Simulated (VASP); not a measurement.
# A VASP study of TaN (r2SCAN): structure first, properties next, part 2 of 3

What structure does TaN take at this level, and what are its properties? The start is a computed cell from the Materials Project.

VASP 6.6.1; r2SCAN; plane waves and PAW (Ta_pv, N).

So far. Step 2 (Full relaxation (r2SCAN)): It ends with forces that vanish by symmetry and a pressure of -0.04 GPa. Step 3 (Second relaxation): It ends with forces that vanish by symmetry and a pressure of -0.07 GPa. The volume moved by under 0.01 %: the run met its threshold at the first step. The relaxed cell has a = 4.404 Å (conventional setting).

## (4) Single point with fields (r2SCAN)

The relaxed cell gets a fresh self-consistent run, on a basis set for its own volume, to fix the density and to check the remaining stress.

INCAR reads:

```
SYSTEM = TaN
PREC = Accurate
ENCUT = 520
EDIFF = 1E-06
NELM = 100
ISMEAR = 0
SIGMA = 0.05
LREAL = .FALSE.
ALGO = Normal
METAGGA = R2SCAN
LASPH = .TRUE.
NBANDS = 14
LORBIT = 11
LWAVE = .FALSE.
LCHARG = .TRUE.
ISIF = 2
LELF = .TRUE.
LVHAR = .TRUE.
```

POSCAR reads:

```
TaN
1.0
    0.0000000000      2.2019661584      2.2019661584
    2.2019661584      0.0000000000      2.2019661584
    2.2019661584      2.2019661584      0.0000000000
Ta N
1 1
Direct
    0.5000000000      0.5000000000      0.5000000000
    0.0000000000      0.0000000000      0.0000000000
```

KPOINTS reads:

```
Automatic mesh
0
Gamma
10 10 10
0 0 0
```

The projector-augmented-wave data sets are Ta_pv and N (PBE family, release 64).

Launch:

```console
$ mpirun -np 2 vasp_std
```

What it wrote:

```text
[banner, memory and clock lines left out]
running    2 mpi-ranks, on    1 nodes
 distrk:  each k-point on    2 cores,    1 groups
 distr:  one band on    1 cores,    2 groups

 POSCAR found type information on POSCAR TaN
 POSCAR found :  2 types and       2 ions
 [... a notice as in an earlier step ...]

 LDA part: xc-table for (None), standard interpolation
 POSCAR, INCAR and KPOINTS ok, starting setup
 FFT: planning ... GRIDC
 FFT: planning ... GRID_SOFT
 FFT: planning ... GRID
 WAVECAR not read
 entering main loop
       N       E                     dE             d eps       ncg     rms          rms(c)
DAV:   1     0.482272424573E+02    0.48227E+02   -0.91244E+03  1322   0.125E+03
DAV:   2    -0.640856410651E+02   -0.11231E+03   -0.10584E+03  1598   0.319E+02
DAV:   3    -0.671751884692E+02   -0.30895E+01   -0.30563E+01  1508   0.500E+01
[... 1 cycle as in an earlier step ...]
DAV:   5    -0.671941021760E+02   -0.20680E-03   -0.20679E-03  1560   0.323E-01    0.247E+01
DAV:   6    -0.595471171361E+02    0.76470E+01   -0.59304E+00  1382   0.290E+01    0.936E+00
[... 2 cycles as in an earlier step ...]
DAV:   9    -0.596378286679E+02    0.10488E-01   -0.27994E-02  1454   0.154E+00    0.324E-01
DAV:  10    -0.596385002162E+02   -0.67155E-03   -0.20466E-03  1496   0.470E-01    0.766E-02
DAV:  11    -0.596385050515E+02   -0.48353E-05   -0.64931E-05  1658   0.841E-02    0.263E-02
DAV:  12    -0.596385029450E+02    0.21066E-05   -0.97984E-06  1448   0.308E-02    0.346E-03
DAV:  13    -0.596385025754E+02    0.36957E-06   -0.51480E-07   898   0.708E-03
   1 F= -.59638503E+02 E0= -.59637912E+02  d E =-.118117E-02
```

Run time: 24 s. Hardware: 2 MPI ranks of Intel Xeon Platinum 8488C (Sapphire Rapids), shared host; peak memory 0.25 GiB; 46 s of CPU time.

From OUTCAR (step 4):

```text
The static configuration has the point symmetry O_h .

 Found     47 irreducible k-points:

   NELECT =      16.0000    total number of electrons

 E-fermi :   9.6066

  Total       -0.0096405     -0.0096405     -0.0096405      0.0000000      0.0000000      0.0000000
  in kB       -0.7233522     -0.7233522     -0.7233522      0.0000000      0.0000000      0.0000000
  external PRESSURE =      -0.7233522 kB  Pullay stress =       0.0000000 kB

 POSITION                                       TOTAL-FORCE (eV/Angst)
 -----------------------------------------------------------------------------------
      2.20197      2.20197      2.20197        -0.000000     -0.000000      0.000000
      0.00000      0.00000      0.00000         0.000000      0.000000     -0.000000
 -----------------------------------------------------------------------------------
    total drift:                                0.000000     -0.000000     -0.000000

  FREE ENERGIE OF THE ION-ELECTRON SYSTEM (eV)
  ---------------------------------------------------
  free  energy   TOTEN  =       -59.6385025754 eV

  energy  without entropy=      -59.6373214080  energy(sigma->0) =      -59.63791199

[... 16 parts as in an earlier step ...]
```

This step gave:

```
SCF cycles : 13
```

Valence electrons inside each PAW sphere by angular momentum. Sphere charges, by row:

| atom | s (e) | p (e) | d (e) | tot (e) |
| --- | --- | --- | --- | --- |
| Ta1 | 0.276 | 6.218 | 2.445 | 8.939 |
| N2 | 1.24 | 2.564 | 0 | 3.803 |

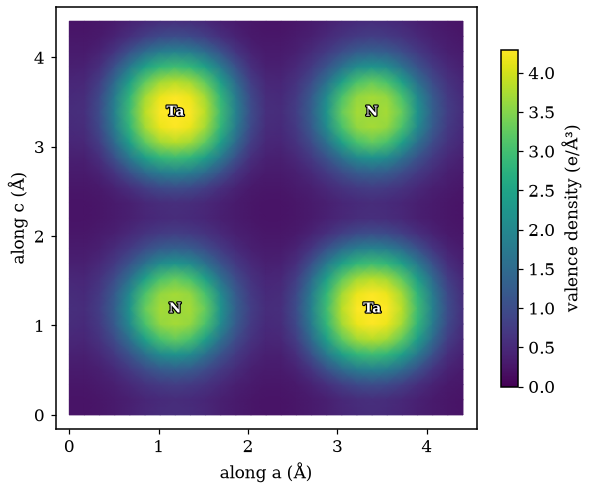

Valence density in the ac plane of the conventional cell at fractional y = 0.000, with atoms of Ta and N within 0.2 Å of it. It is the smooth field of the valence electrons, not physical close to the nuclei. The map starts off the cell's origin, so that atoms lie inside it.

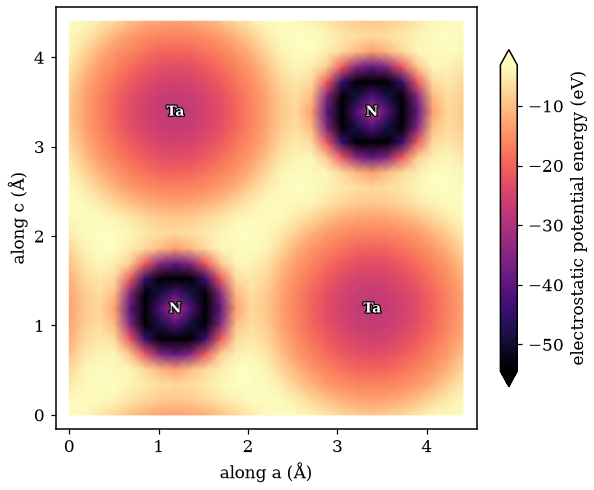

Electrostatic potential energy in the ac plane of the conventional cell at fractional y = 0.000, with atoms of Ta and N within 0.2 Å of it. With pseudopotentials it is smooth inside the atoms' cores, unlike the true potential. The map starts off the cell's origin, so that atoms lie inside it.

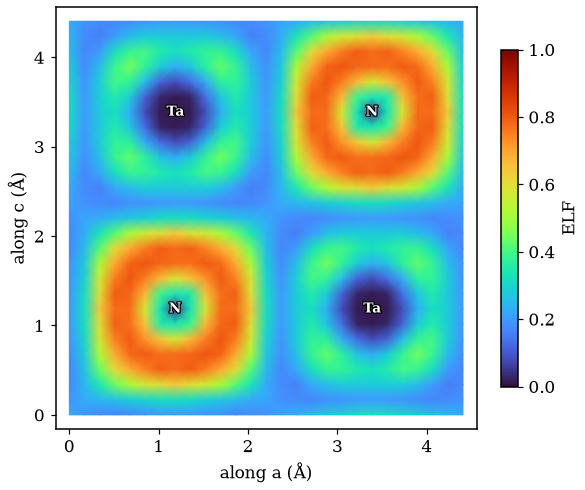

ELF in the ac plane of the conventional cell at fractional y = 0.000, with atoms of Ta and N within 0.2 Å of it. It is the smooth field of the valence electrons, not physical close to the nuclei. The map starts off the cell's origin, so that atoms lie inside it.

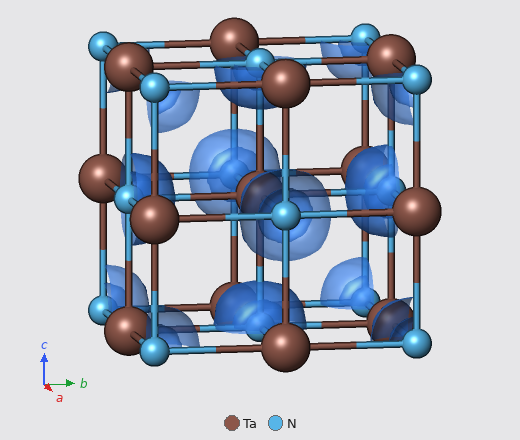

Surface of ELF = 0.73.

In this run the pressure is -0.07 GPa, small enough to go on.

## (5) Band structure (r2SCAN)

Levels along the symmetry lines show where the bands peak and cross; KPOINTS_OPT computes them in the converged potential.

INCAR reads:

```
SYSTEM = TaN
PREC = Accurate
ENCUT = 520
EDIFF = 1E-06
NELM = 100
ISMEAR = 0
SIGMA = 0.05
LREAL = .FALSE.
ALGO = Normal
METAGGA = R2SCAN
LASPH = .TRUE.
NBANDS = 20
LORBIT = 11
LWAVE = .FALSE.
LCHARG = .FALSE.
KPAR = 2
```

POSCAR is that of step 4.

KPOINTS is that of step 4.

KPOINTS_OPT reads:

```
Line mode
16
Line-mode
Reciprocal
  0.00000000   0.00000000   0.00000000 GAMMA
  0.50000000   0.00000000   0.50000000 X

  0.50000000   0.00000000   0.50000000 X
  0.50000000   0.25000000   0.75000000 W

  0.50000000   0.25000000   0.75000000 W
  0.37500000   0.37500000   0.75000000 K

  0.37500000   0.37500000   0.75000000 K
  0.00000000   0.00000000   0.00000000 GAMMA

  0.00000000   0.00000000   0.00000000 GAMMA
  0.50000000   0.50000000   0.50000000 L

  0.50000000   0.50000000   0.50000000 L
  0.62500000   0.25000000   0.62500000 U

  0.62500000   0.25000000   0.62500000 U
  0.50000000   0.25000000   0.75000000 W

  0.50000000   0.25000000   0.75000000 W
  0.50000000   0.50000000   0.50000000 L

  0.50000000   0.50000000   0.50000000 L
  0.37500000   0.37500000   0.75000000 K

  0.62500000   0.25000000   0.62500000 U
  0.50000000   0.00000000   0.50000000 X
```

Launch:

```console
$ mpirun -np 2 vasp_std
```

What it wrote:

```text
[... set-up lines as in an earlier step ...]
 entering main loop
       N       E                     dE             d eps       ncg     rms          rms(c)
DAV:   1     0.613966663729E+02    0.61397E+02   -0.83977E+03  1888   0.877E+02
DAV:   2    -0.638209058488E+02   -0.12522E+03   -0.11758E+03  2252   0.269E+02
DAV:   3    -0.671846802529E+02   -0.33638E+01   -0.33238E+01  2212   0.394E+01
DAV:   4    -0.671940870758E+02   -0.94068E-02   -0.94057E-02  2080   0.226E+00
DAV:   5    -0.671941072583E+02   -0.20182E-04   -0.20182E-04  2132   0.103E-01    0.247E+01
DAV:   6    -0.595339879988E+02    0.76601E+01   -0.27043E+00  2128   0.203E+01    0.917E+00
DAV:   7    -0.596396411423E+02   -0.10565E+00   -0.54153E-01  1996   0.513E+00    0.616E+00
DAV:   8    -0.596562445606E+02   -0.16603E-01   -0.80740E-02  2072   0.257E+00    0.237E+00
DAV:   9    -0.596376724658E+02    0.18572E-01   -0.23826E-02  2080   0.141E+00    0.260E-01
DAV:  10    -0.596385053867E+02   -0.83292E-03   -0.25887E-03  2016   0.398E-01    0.746E-02
DAV:  11    -0.596385089445E+02   -0.35577E-05   -0.14208E-04  2144   0.946E-02    0.345E-02
DAV:  12    -0.596385028428E+02    0.61017E-05   -0.17505E-05  2068   0.394E-02    0.810E-03
DAV:  13    -0.596385024905E+02    0.35222E-06   -0.94553E-07  1752   0.732E-03
   1 F= -.59638502E+02 E0= -.59637912E+02  d E =-.118097E-02
 Start KPOINTS_OPT (optional k-point list driver)
k-point batch [1-47\160]
       N       E                     dE             ncg
DAV:   1    -0.117792985959E+04   -0.30626E+05     1880
DAV:   2    -0.707535809699E+04   -0.58974E+04     2220
DAV:   3    -0.724473673348E+04   -0.16938E+03     2168
DAV:   4    -0.724524078393E+04   -0.50405E+00     2052
DAV:   5    -0.724524192624E+04   -0.11423E-02     2092
DAV:   6    -0.724524193261E+04   -0.63665E-05     2060
DAV:   7    -0.724524193266E+04   -0.57533E-07     1572
[...]
k-point batch [142-160\160]
       N       E                     dE             ncg
DAV:   1     0.187655663282E+05   -0.14594E+05      760
DAV:   2     0.162920589720E+05   -0.24735E+04      916
DAV:   3     0.162197482498E+05   -0.72311E+02      856
DAV:   4     0.162195234959E+05   -0.22475E+00      824
DAV:   5     0.162195230239E+05   -0.47203E-03      856
DAV:   6     0.162195230214E+05   -0.24617E-05      836
DAV:   7     0.162195230214E+05   -0.15225E-07      648
```

Run time: 62 s. Hardware: 2 MPI ranks; peak memory 0.31 GiB; 2 min of CPU time.

From OUTCAR (step 5):

```text
   k-points           NKPTS =     47   k-points in BZ     NKDIM =     47   number of bands    NBANDS=     20

   NELECT =      16.0000    total number of electrons

 E-fermi :   9.6064

 k-point     1 :       0.0000    0.0000    0.0000
  band No.  band energies     occupation
    ...
      6       5.4447      2.00000
      7       5.4447      2.00000
      8       7.4053      2.00000
      9       7.4053      2.00000
     10       7.4053      2.00000
     11       9.6867      0.02316
     12       9.6867      0.02316
     13      11.3072      0.00000
     14      19.0781      0.00000
     15      19.5346      0.00000
    ...

  Total       -0.0052684     -0.0052684     -0.0052684      0.0000000      0.0000000      0.0000000
  in kB       -0.3953005     -0.3953005     -0.3953005      0.0000000      0.0000000      0.0000000
  external PRESSURE =      -0.3953005 kB  Pullay stress =       0.0000000 kB

  FREE ENERGIE OF THE ION-ELECTRON SYSTEM (eV)
  ---------------------------------------------------
  free  energy   TOTEN  =       -59.6385024905 eV

  energy  without entropy=      -59.6373215231  energy(sigma->0) =      -59.63791201

[... 9 parts as in an earlier step ...]

[... 8 further parts left out ...]
```

Spin-orbit coupling is off here; with elements this heavy it splits and shifts levels by tenths of an eV or more.

This step gave:

```yaml
bands: 20
fermi_energy: 9.606 eV
pressure: -0.03953 GPa
```

The electronic bands at the labelled points (eV, zero at the Fermi level; # counts the bands kept, so #1 is VASP's band 5):

| point | #1 | #2 | #3 | #4 | #5 | #6 | #7 | #8 |
| --- | --- | --- | --- | --- | --- | --- | --- | --- |
| Γ | -4.16 | -4.16 | -4.16 | -2.20 | -2.20 | -2.20 | 0.08 | 0.08 |
| X | -7.12 | -5.64 | -5.02 | -5.02 | 2.14 | 3.47 | 3.47 | 4.62 |
| W | -7.87 | -7.21 | -7.21 | -0.24 | -0.24 | 3.48 | 4.11 | 4.70 |
| K | -8.10 | -7.26 | -6.58 | -2.33 | 2.46 | 2.50 | 4.65 | 5.12 |
| Γ | -4.16 | -4.16 | -4.16 | -2.20 | -2.20 | -2.20 | 0.08 | 0.08 |
| L | -10.84 | -8.00 | -8.00 | 1.86 | 1.86 | 2.01 | 4.02 | 7.74 |
| U | -8.10 | -7.26 | -6.58 | -2.33 | 2.46 | 2.50 | 4.65 | 5.12 |
| W | -7.87 | -7.21 | -7.21 | -0.24 | -0.24 | 3.48 | 4.11 | 4.70 |
| L | -10.84 | -8.00 | -8.00 | 1.86 | 1.86 | 2.01 | 4.02 | 7.74 |
| K | -8.10 | -7.26 | -6.58 | -2.33 | 2.46 | 2.50 | 4.65 | 5.12 |
| jump to U | -8.10 | -7.26 | -6.58 | -2.33 | 2.46 | 2.50 | 4.65 | 5.12 |
| X | -7.12 | -5.64 | -5.02 | -5.02 | 2.14 | 3.47 | 3.47 | 4.62 |

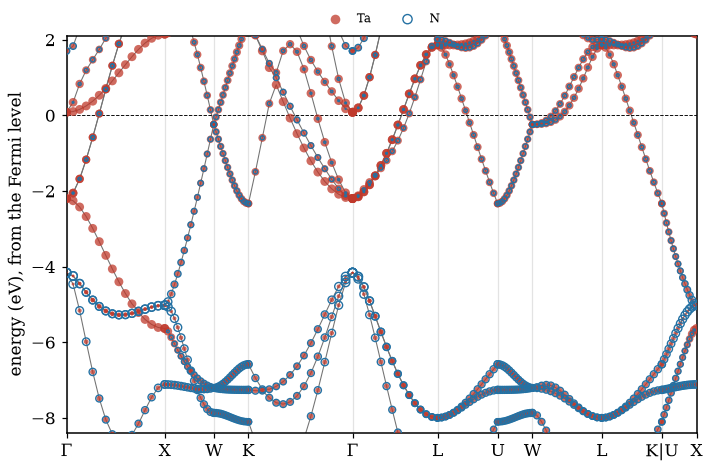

Electronic bands along the path; dots are coloured as in the legend, and their area grows with the weight.

There is no gap at this level.

## (6) Density of states (r2SCAN)

A density of states needs more k-points than a total energy; ISMEAR = -5 takes tetrahedra, and LORBIT projects the states on the PAW spheres. The mesh is finer than in the run before.

Edit INCAR of step 5 so:

```diff
@@ -5,3 +5,3 @@
 NELM = 100
-ISMEAR = 0
+ISMEAR = -5
 SIGMA = 0.05
@@ -16 +16,2 @@
 KPAR = 2
+NEDOS = 2001
```

POSCAR is that of step 5.

KPOINTS reads:

```
Automatic mesh
0
Gamma
15 15 15
0 0 0
```

Launch:

```console
$ mpirun -np 2 vasp_std
```

What it wrote:

```text
[... set-up lines as in an earlier step ...]
 entering main loop
       N       E                     dE             d eps       ncg     rms          rms(c)
DAV:   1     0.632514149560E+02    0.63251E+02   -0.82398E+03  4816   0.872E+02
DAV:   2    -0.637601326373E+02   -0.12701E+03   -0.11930E+03  5576   0.271E+02
DAV:   3    -0.671740325388E+02   -0.34139E+01   -0.33710E+01  5732   0.401E+01
DAV:   4    -0.671838761233E+02   -0.98436E-02   -0.98446E-02  5284   0.233E+00
DAV:   5    -0.671838975263E+02   -0.21403E-04   -0.21407E-04  5512   0.106E-01    0.247E+01
DAV:   6    -0.595247406383E+02    0.76592E+01   -0.25682E+00  5428   0.204E+01    0.917E+00
DAV:   7    -0.596311307868E+02   -0.10639E+00   -0.54100E-01  5092   0.516E+00    0.621E+00
DAV:   8    -0.596468140310E+02   -0.15683E-01   -0.76756E-02  5308   0.253E+00    0.230E+00
DAV:   9    -0.596294484444E+02    0.17366E-01   -0.21115E-02  5352   0.138E+00    0.279E-01
DAV:  10    -0.596302241464E+02   -0.77570E-03   -0.24914E-03  5228   0.405E-01    0.741E-02
DAV:  11    -0.596302526793E+02   -0.28533E-04   -0.14478E-04  5500   0.990E-02    0.360E-02
DAV:  12    -0.596302451000E+02    0.75793E-05   -0.19246E-05  5436   0.419E-02    0.933E-03
DAV:  13    -0.596302458608E+02   -0.76080E-06   -0.10954E-06  4960   0.799E-03
   1 F= -.59630246E+02 E0= -.59630246E+02  d E =0.000000E+00
 -----------------------------------------------------------------------------
|                                                                             |
|           W    W    AA    RRRRR   N    N  II  N    N   GGGG   !!!           |
|           W    W   A  A   R    R  NN   N  II  NN   N  G    G  !!!           |
|           W    W  A    A  R    R  N N  N  II  N N  N  G       !!!           |
|           W WW W  AAAAAA  RRRRR   N  N N  II  N  N N  G  GGG   !            |
|           WW  WW  A    A  R   R   N   NN  II  N   NN  G    G                |
|           W    W  A    A  R    R  N    N  II  N    N   GGGG   !!!           |
|                                                                             |
|     Tetrahedron method does not include variations of the Fermi             |
|     occupations, so forces and stress will be inaccurate. We suggest        |
|     using a different smearing scheme ISMEAR = 1 or 2 for metals in         |
|     relaxations.                                                            |
|                                                                             |
 -----------------------------------------------------------------------------
```

The job ended after 55 s (2 MPI ranks; peak memory 0.34 GiB; 1.8 min of CPU time).

From OUTCAR (step 6):

```text
   k-points           NKPTS =    120   k-points in BZ     NKDIM =    120   number of bands    NBANDS=     20

   NELECT =      16.0000    total number of electrons

 E-fermi :   9.5566

 k-point     1 :       0.0000    0.0000    0.0000
  band No.  band energies     occupation
    ...
      6       5.4316      2.00000
      7       5.4316      2.00000
      8       7.4094      2.00000
      9       7.4094      2.00000
     10       7.4094      2.00000
     11       9.6935      0.00000
     12       9.6935      0.00000
     13      11.3046      0.00000
     14      19.1010      0.00000
     15      19.5418      0.00000
    ...

  Total        0.0055785      0.0055785      0.0055785     -0.0000000      0.0000000      0.0000000
  in kB        0.4185694      0.4185694      0.4185694     -0.0000000      0.0000000      0.0000000
  external PRESSURE =       0.4185694 kB  Pullay stress =       0.0000000 kB

 POSITION                                       TOTAL-FORCE (eV/Angst)
 -----------------------------------------------------------------------------------
      2.20197      2.20197      2.20197        -0.000000     -0.000000     -0.000000
      0.00000      0.00000      0.00000         0.000000      0.000000      0.000000
 -----------------------------------------------------------------------------------
    total drift:                                0.000000     -0.000000     -0.000000

  FREE ENERGIE OF THE ION-ELECTRON SYSTEM (eV)
  ---------------------------------------------------
  free  energy   TOTEN  =       -59.6302458608 eV

  energy  without entropy=      -59.6302458608  energy(sigma->0) =      -59.63024586

[... 6 parts as in an earlier step ...]

[... 10 further parts left out ...]
```

With tetrahedra the forces and stress of a metal are not exact derivatives of the energy.

Numbers from this step:

```
irreducible k-points   : 120
free energy (TOTEN)    : -59.6302 eV
Fermi energy           : 9.557 eV
pressure               : 0.04186 GPa
DOS at the Fermi level : 0.6777 states/eV/cell
```

The density of states has structure finer than the step of the table below, so its rows give means over 1 eV, whole bins alone (the curve runs from -12.0 to 7.92 eV). Peaks (eV: height): total -7.2: 4.49, 2.0: 2.40, 5.0: 1.76, 7.8: 1.09; Ta d -7.2: 0.833, 2.0: 1.75, 3.2: 1.45, 5.0: 0.910; N p -7.2: 1.71, 7.8: 0.287; Ta s -9.5: 0.108, 3.5: 0.0576, 5.0: 0.0726; N s 5.0: 0.164.

States under -12.0 eV and over 7.9 eV are left out. The density of states by energy, zero at the Fermi level; means over each step; values in states/eV/cell:

| energy (eV) | total | Ta d | N p | Ta s | N s | Ta p |
| --- | --- | --- | --- | --- | --- | --- |
| -11 | 0.0210 | 0.00338 | 0.00569 | 0.00339 | 9.2e-5 | 1.2e-4 |
| -10 | 0.373 | 0.0604 | 0.108 | 0.0512 | 0.00317 | 0.00593 |
| -9 | 0.885 | 0.144 | 0.288 | 0.0911 | 0.00901 | 0.0270 |
| -8 | 1.09 | 0.248 | 0.410 | 0.0356 | 0.00624 | 0.0410 |
| -7 | 2.50 | 0.558 | 0.967 | 0.00942 | 0.00690 | 0.149 |
| -6 | 0.895 | 0.190 | 0.371 | 0.00390 | 0.00249 | 0.0382 |
| -5 | 0.246 | 0.0372 | 0.117 | 6.1e-4 | 4.4e-4 | 0.0101 |
| -4 | 0.158 | 0.0631 | 0.0375 | 6.5e-4 | 2.6e-4 | 0.00315 |
| -3 | 0.301 | 0.148 | 0.0507 | 0.00196 | 9.2e-4 | 0.00233 |
| -2 | 0.493 | 0.275 | 0.0647 | 0.00376 | 0.00212 | 0.00152 |
| -1 | 0.665 | 0.383 | 0.0866 | 0.00641 | 0.00433 | 0.00178 |
| 0 | 0.761 | 0.477 | 0.0843 | 0.00648 | 0.00554 | 0.00296 |
| 1 | 1.11 | 0.768 | 0.107 | 0.00962 | 0.00741 | 0.00395 |
| 2 | 1.89 | 1.38 | 0.180 | 0.0249 | 0.0211 | 0.00462 |
| 3 | 1.58 | 1.20 | 0.112 | 0.0386 | 0.0378 | 0.00769 |
| 4 | 0.940 | 0.553 | 0.0863 | 0.0516 | 0.0780 | 0.0197 |
| 5 | 1.24 | 0.626 | 0.130 | 0.0515 | 0.112 | 0.0632 |
| 6 | 0.661 | 0.327 | 0.121 | 0.0237 | 0.0274 | 0.0358 |
| 7 | 0.601 | 0.306 | 0.145 | 0.0137 | 0.00838 | 0.0277 |

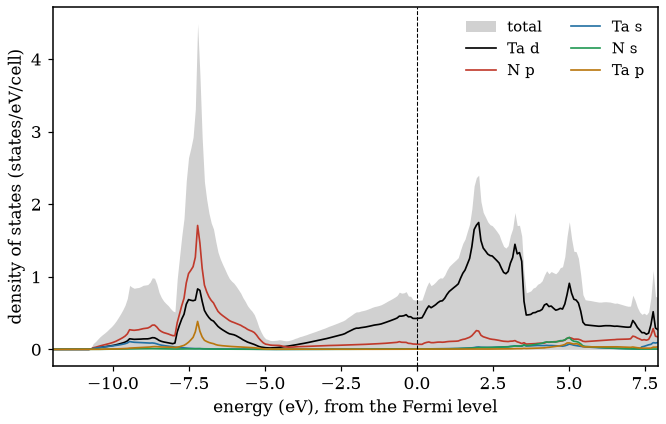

Density of states against energy.

The finer mesh and the other smearing move the Fermi level by -0.05 eV from the 10×10×10 run, a small shift, which tests the Fermi level alone. Of the states within 0.3 eV of the Fermi level, the largest shares in the PAW spheres are Ta d 63 % and N p 11 %. The rest lies in smaller channels or between the spheres.

(Part 2 of 3 ends here.)

[Lines on the potential files, build, host, timing and source positions are cut from VASP's logs without a mark.]

[Logs are printed without paths, hosts, clocks, repeated set-up lines and the standing remarks that a program may print on its own settings, such as how far it seeks lower states.]

[Hosts, paths, dates, database ids (printed as entryN), source tags and the programs' standing remarks are cut or masked in the printed files.]

[A measured line is paired with the nearest computed mode of its activity, which favours agreement.]
